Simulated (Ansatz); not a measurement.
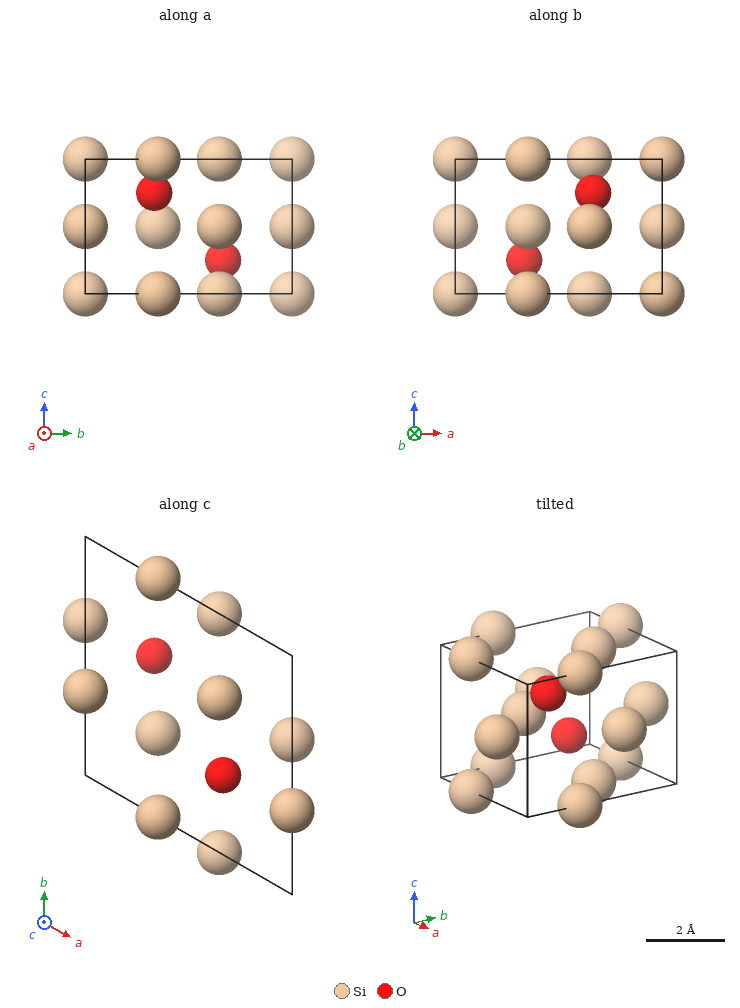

Structure drawing (spheres-only), viewed along the a axis, along the b axis, along the c axis and slightly off an axis. The outline marks the conventional unit cell.

Lattice parameters: a = 6.141 Å, b = 6.141 Å, c = 3.468 Å, α = 90.00°, β = 90.00°, γ = 120.00°.

Reconstruct the structure as a table of Wyckoff sites, with free fractional coordinates to two decimals.

Space group P6_322 (No. 182).
| atom | site | x | y | z |
| --- | --- | --- | --- | --- |
| Si | 6g | 0.35 | 0.00 | 0.00 |
| O | 2c | 0.3333 | 0.6667 | 0.25 |

Starting structure: a structure type filled with these elements by a generator (whether the compound takes this form wasn't checked). Earlier steps of the study, as a rule a relaxation of our own, may have changed the cell and positions, so they can lie some per cent off the listed ones. A calculation with Ansatz used it as input.
